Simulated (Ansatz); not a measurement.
# Gallium, beta-Ga under LDA: from relaxation to bulk modulus, part 2 of 2

What does LDA give for gallium in the beta-Ga structure? We relax it, solve it on a dense k-mesh, switch on spin-orbit coupling, then scale the cell to 7 volumes from 88 to 112 % of the relaxed one and try a fit of the equation of state. The k-meshes are 12×12×10 for the relaxation; 20×20×16 for the dense run; 12×12×10 for spin-orbit coupling; 14×14×11 for the volumes. It starts from a measured cell (COD).

Ansatz 0.2.0; DFT, LDA (PW92), plane waves (420 eV) with PAW, scalar-relativistic. The steps go on from the part before.

## Step 10: Volume × 1.08

input.yaml

```yaml
crystal:
  lattice:
    - [1.3912633043, -3.9735441691, -0.0417982965]
    - [1.3912633043, 3.9735441691, -0.0417982965]
    - [-0.218791957, 0.0, 3.393113395]
  atoms:
    - { symbol: Ga, position: [0.866062342, 0.133937658, 0.25] }
    - { symbol: Ga, position: [0.133937658, 0.866062342, 0.75] }
hamiltonian:
  xc: lda
  pseudopotentials:
    kind: paw
    azcp:
      Ga: "pseudopotentials/Ga.paw.azcp"
basis:
  ecutwfc: 420
  fft_grid_basis: typed
kpoints:
  mp_grid: { grid: [14, 14, 11], shift: [0, 0, 0] }
magnetization:
  spin_polarized: false
scf:
  occupations: { method: fermi_dirac, width: 0.1 }
  lower_state_search: "off"
output:
  stress: true
  write_density: true
  write_potential: true
  elf: true
  volumetric_format: npy
```

The program printed (excerpt; [...] marks lines left out):

```text
Warning: <dir> the record states the generating functional pbe (its physics header spells it `PBE`), which answers neither for hamiltonian.xc's functional nor for the lda family's — results may be inconsistent (PPs are generated against a specific XC)
Warning: RAYON_NUM_THREADS=2 ignored (pool sized by the plan → 2); use --threads N
[...]
Pseudopotentials: kind: paw
Pseudopotential: Ga, paw, valence charge 13, recommended cutoff 420 eV (normal), <dir>
Functional definition: SPW92
[...]
Crystal: 2 atoms, lattice volume = 37.443 Å³
Basis set: ecut = 420 eV, 727 PW (Γ)
Bands: 17, of which v1, the nominal top of the filled ones, is band 13 counted from 1 (12 counted from 0)
Symmetry: 4 space group operations
Space group: C2/c (ITA 15), of the structure as read, at distance tolerance 3.3e-5 Å
k-points: 582 of 2156
[...]
SCF iter   1: F=—  HF=-7413.883216 eV  |F-HF|=—  |Δ(HF+E_count)|=         —  Δρ=5.88e-3  dr2=4.84e-3  ethr=1.77e-3  ⟨swp⟩=5.1  Hψ=45659  notcnv=0
[...]
SCF iter   8: F=-7413.880838 eV  HF=-7413.880838 eV  |F-HF|=1.20e-8  |Δ(HF+E_count)|=   2.78e-7  Δρ=5.52e-6  dr2=5.09e-9  ethr=3.85e-10  ⟨swp⟩=9.2  Hψ=72233  notcnv=0
[...]
SCF converged after 8 iterations
Free energy (F): -7413.880838 eV
[...]
E sigma→0 (E₀):  -7413.868537 eV
Entropy (-TS):   -0.024601 eV (-12.301 meV/atom)
Fermi energy:    9.358913 eV
[...]
--- Stress (GPa, compression-positive) ---
       -3.913872       0.000000       0.160771
        0.000000      -4.132607      -0.000000
        0.160771      -0.000000      -4.404736
  P = ⅓ Tr σ = -4.1504 GPa (-41.504 kbar)
--- Band table (eV; the first three rows and the last of 582) ---
  k-point 0: bands = ["-5.7959", "-5.7778", "-5.7303", "-5.7265", "-5.4705", "-5.4636", "-5.4226", "-5.4184", "-5.3955", "-5.2727", "-1.7654", "7.6269", "7.9244", "10.6673", "14.6347", "18.8690", "19.3872"]
[...]
```

Wall time 8.6 s (2 threads of an x86-64 CPU, shared host); peak memory 0.6 GiB.

Axes a, b and c in the maps are those of this run's conventional cell (a, b, c = 2.784, 7.947, 3.400 Å).

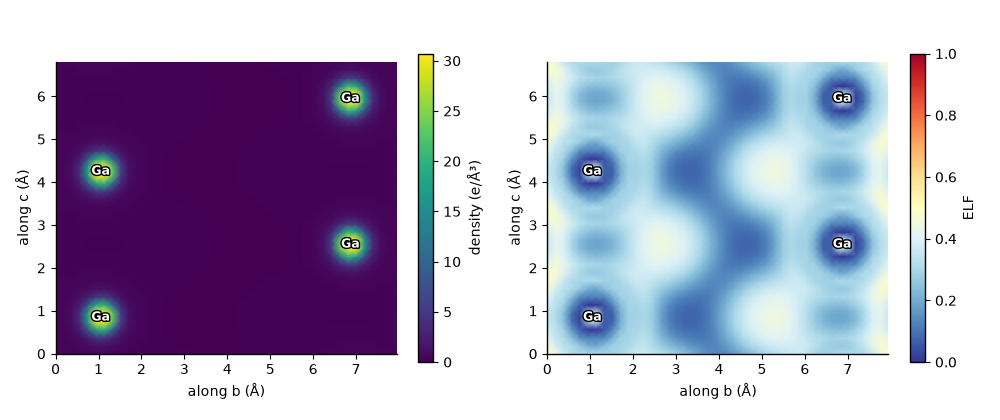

Density (left) and ELF (right) in a lattice plane of the grid's cell (edges 7.95 and 3.40 Å, at 0.000 of the third edge), which holds Ga. Only atoms in the plane are labelled; the density scale stops at 30.72 e/Å³. Both are smooth fields of the valence electrons: close to the nuclei they are not physical.

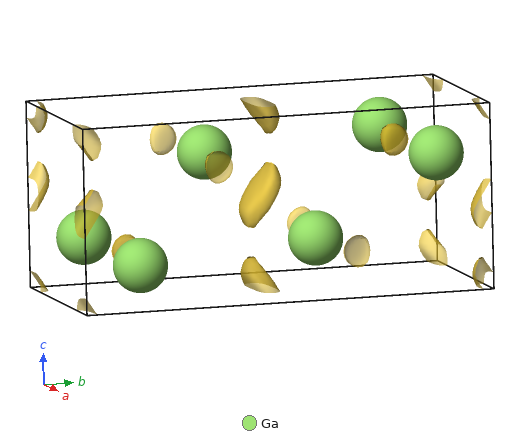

Surface of ELF = 0.43, drawn in one cell.

Maxima of ELF outside the ion cores: 0.49 on the Ga–Ga line, 1.4 Å from Ga.

## Step 11: Volume × 1.12

input.yaml: that of step 10 with these lines changed.

```diff
@@ -2,5 +2,5 @@
   lattice:
-    - [1.3912633043, -3.9735441691, -0.0417982965]
-    - [1.3912633043, 3.9735441691, -0.0417982965]
-    - [-0.218791957, 0.0, 3.393113395]
+    - [1.4082316023, -4.022006801, -0.0423080821]
+    - [1.4082316023, 4.022006801, -0.0423080821]
+    - [-0.2214604146, 0.0, 3.4344969052]
   atoms:
@@ -26,5 +26 @@
   stress: true
-  write_density: true
-  write_potential: true
-  elf: true
-  volumetric_format: npy
```

The program printed (excerpt; [...] marks lines left out):

```text
Warning: <dir> the record states the generating functional pbe (its physics header spells it `PBE`), which answers neither for hamiltonian.xc's functional nor for the lda family's — results may be inconsistent (PPs are generated against a specific XC)
Warning: RAYON_NUM_THREADS=2 ignored (pool sized by the plan → 2); use --threads N
[...]
[... 3 set-up lines as earlier in the session ...]
[...]
Crystal: 2 atoms, lattice volume = 38.830 Å³
Basis set: ecut = 420 eV, 759 PW (Γ)
Bands: 17, of which v1, the nominal top of the filled ones, is band 13 counted from 1 (12 counted from 0)
[... 1 set-up line as earlier in the session ...]
Space group: C2/c (ITA 15), of the structure as read, at distance tolerance 3.4e-5 Å
k-points: 582 of 2156
[...]
SCF iter   1: F=—  HF=-7413.840801 eV  |F-HF|=—  |Δ(HF+E_count)|=         —  Δρ=5.93e-3  dr2=4.99e-3  ethr=1.77e-3  ⟨swp⟩=5.1  Hψ=45267  notcnv=0
[...]
SCF iter   7: F=-7413.838470 eV  HF=-7413.838470 eV  |F-HF|=1.90e-8  |Δ(HF+E_count)|=   7.66e-8  Δρ=7.35e-6  dr2=1.72e-8  ethr=3.85e-10  ⟨swp⟩=4.0  Hψ=34644  notcnv=0
[...]
SCF converged after 7 iterations
Free energy (F): -7413.838470 eV
[...]
E sigma→0 (E₀):  -7413.825781 eV
Entropy (-TS):   -0.025378 eV (-12.689 meV/atom)
Fermi energy:    8.878628 eV
[...]
--- Stress (GPa, compression-positive) ---
       -5.425777       0.000000       0.178232
        0.000000      -5.604903      -0.000000
        0.178232      -0.000000      -5.715228
  P = ⅓ Tr σ = -5.5820 GPa (-55.820 kbar)
```

Run time: 7.1 s. Hardware: 2 threads of an x86-64 CPU, shared host; peak memory 0.62 GiB.

## Step 12: Fitting the volumes

All volumes keep the relaxed shape and fractional coordinates.

| V (Å³/atom) | E − E₀ (meV/atom) | P from the stress (GPa) | P from the fit (GPa) |
| --- | --- | --- | --- |
| 15.255 | 66.7 | 11.83 | 11.78 |
| 15.948 | 26.9 | 6.89 | 6.82 |
| 16.641 | 6.1 | 3.03 | 2.96 |
| 17.335 | 0.0 | 0.01 | -0.04 |
| 18.028 | 5.5 | -2.33 | -2.38 |
| 18.722 | 19.8 | -4.15 | -4.20 |
| 19.415 | 41.2 | -5.58 | -5.61 |

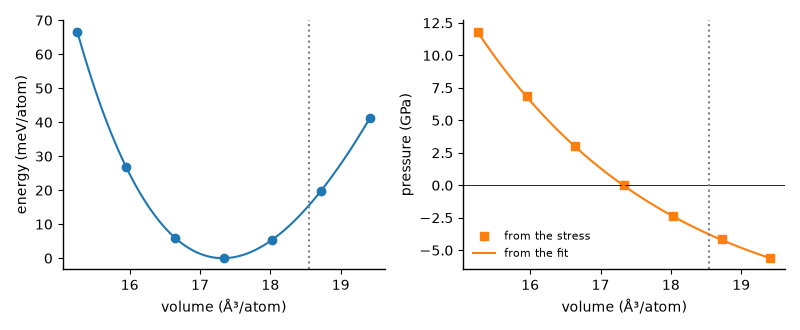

Energy and pressure against volume; the lines are the Birch-Murnaghan fit; the dotted line marks the measured volume.

A third-order Birch-Murnaghan fit gives V₀ = 17.324 Å³/atom, B₀ = 66 GPa and B₀′ = 5.2; it misses no point by more than 0.02 meV/atom.

Fit and stress differ a little: one follows E(σ → 0), the other the smeared free energy.

## Step 13: Outcome

What follows sums up all 2 parts.

```
                      quantity                                              value
space group (spins left aside)                                      C2/c (No. 15)
             conventional cell  a = 2.713 Å, b = 7.746 Å, c = 3.314 Å, β = 95.41°
                        volume                                     17.335 Å³/atom
             shortest distance                                            2.655 Å
   against the measured volume                            -6.5 % (18.543 Å³/atom)
               gap on the mesh                       none (levels filled in part)
   relative to alpha-Ga (Cmce)                                       +26 meV/atom
                   V₀, B₀, B₀′                        17.324 Å³/atom, 66 GPa, 5.2
```

The relaxed volume lies 6.5 % below the measured cell. Overbinding of this kind is usual for LDA. It lies 26 meV/atom above the element's reference form at the same level (alpha-Ga (Cmce), from a run of its own). Levels at the Fermi energy are filled in part, as in a metal. The total energy of the spin-orbit run (on a coarser mesh) lies -77 meV/atom from the scalar one; mesh and treatment of the core enter this figure, so it is no spin-orbit energy. B₀ comes out at 66 GPa; letting shape and positions relax at each volume could only lower it. Relaxation kept the symmetry; phonons were not checked.
